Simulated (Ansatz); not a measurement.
Fields on a plane of Li3Au (space group Fm-3m)

```
Li3Au
1.0
    0.00000     3.10833     3.10833
    3.10833     0.00000     3.10833
    3.10833     3.10833     0.00000
Li Au
3 1
Direct
  0.25000   0.25000   0.25000
  0.75000   0.75000   0.75000
  0.50000   0.50000   0.50000
  0.00000   0.00000   0.00000
```

The slice is a {111} plane (indices of the conventional cell) through the point (0.750, 0.750, 0.750) (fractional), spanned by u = [100] and v = [-1 2 0] in vectors of this cell: u (4.40 Å) and v (7.61 Å, at 90° to u). It covers one period; positions are fractions (u, v).

Atoms on it: Li at (0.00, 0.00); Li at (0.50, 0.50). Other atoms lie within 1 Å of the plane.

These are PBEsol (plane waves to 420 eV, PAW, scalar-relativistic; Ansatz, a quantum-chemistry and plane-wave program) values and carry that method's errors. k mesh 13×13×13. These are valence fields of a PAW run, semicore shells included where kept as valence: close to a nucleus they are smooth pseudo fields. Li3Au was relaxed with its symmetry unable to fall. Spin-orbit coupling is left out, though Au is heavy.

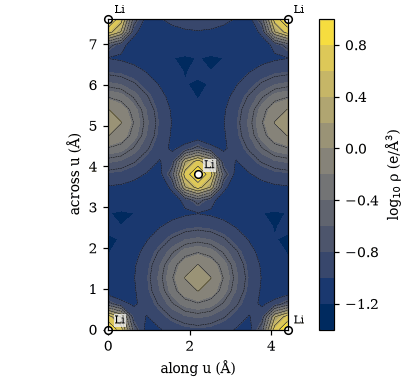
Figure. Log₁₀ of the valence density in e/Å³, one period of the plane, atoms marked. The scale is logarithmic, as a density can span decades between atoms and voids.

```tsv
v \ u	0.00	0.14	0.29	0.43	0.57	0.71	0.86
0.88	0.09	0.23	0.30	0.07	0.07	0.30	0.23
0.75	0.34	0.33	0.40	0.21	0.21	0.40	0.33
0.62	0.40	0.34	0.37	0.08	0.08	0.37	0.34
0.50	0.39	0.38	0.06	x	x	0.06	0.38
0.38	0.04	0.18	0.31	0.13	0.13	0.31	0.18
0.25	0.15	0.36	0.37	0.33	0.33	0.37	0.36
0.12	0.04	0.25	0.35	0.37	0.37	0.35	0.25
0.00	x	0.10	0.32	0.39	0.39	0.33	0.10
```

Values: electron localisation function (ELF). Points within 0.5 Å of a nucleus are blanked (x), as the pseudised field means little there.
